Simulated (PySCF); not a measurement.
Input

```
{"job": {"xc": "PBE0", "basis": "6-31G*", "kind": "nmr", "pop": true}, "charge": 0, "multiplicity": 1}
C      0.174152    -2.709993     1.065971
Si     0.175300    -1.355743    -0.271460
Cl     0.498842    -2.245245    -2.084612
C      1.561551    -0.099134     0.032194
C      2.850749    -0.308482    -0.450376
C      3.858138     0.610062    -0.217557
C      3.593910     1.759648     0.507434
C      2.317899     1.983979     0.996387
C      1.314209     1.062930     0.759602
C     -1.473641    -0.426960    -0.350560
C     -1.663339     0.571138    -1.304439
C     -2.850092     1.276495    -1.375099
C     -3.874980     0.998410    -0.485963
C     -3.703785     0.012009     0.469964
C     -2.514353    -0.691777     0.534437
H      1.119245    -3.245159     1.072337
H      0.030268    -2.287487     2.055419
H     -0.613131    -3.437814     0.891987
H      3.062999    -1.199164    -1.023756
H      4.851259     0.430804    -0.603672
H      4.378786     2.479550     0.688561
H      2.105099     2.880391     1.561014
H      0.318455     1.247701     1.137710
H     -0.866797     0.794398    -2.000194
H     -2.977118     2.045745    -2.123143
H     -4.803279     1.548527    -0.538226
H     -4.499129    -0.208582     1.167605
H     -2.392116    -1.458892     1.284801
```

Launched as:

```sh
OMP_NUM_THREADS=1 python ens_run.py task.json out
```

Geometry: GFN2-xTB.

These are results of PBE0/6-31G*, SCF density, gas phase, non-relativistic (PySCF 2.14.0), not measurements.

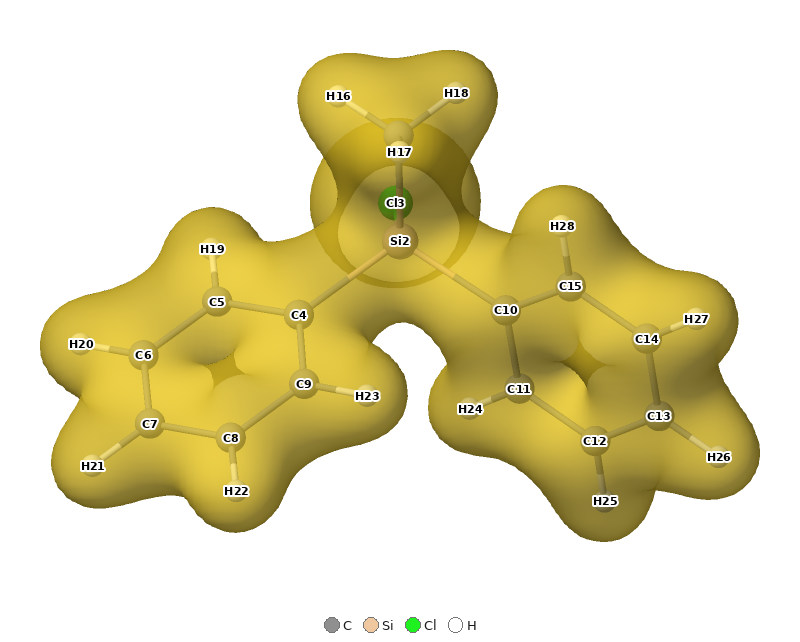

C$_{13}$H$_{13}$ClSi (MePh2SiCl). Isosurface of the total electron density at 0.2 e/Å³ (yellow), seen across its widest extent.

### What does this surface tell about the bonding?

At this value the surface is in one piece. It bridges the sampled C–C (1.38 Å), C–Si (1.89 Å), Si–Cl (2.05 Å) and C–H (1.08 Å) contacts, where the density stays above the isovalue. On the grid the lowest density along these lines, outside the cores, is 2.1 e/Å³ (C–C, 1.38 Å), 0.81 e/Å³ (C–Si, 1.89 Å), 0.66 e/Å³ (Si–Cl, 2.05 Å) and 1.9 e/Å³ (C–H, 1.08 Å).
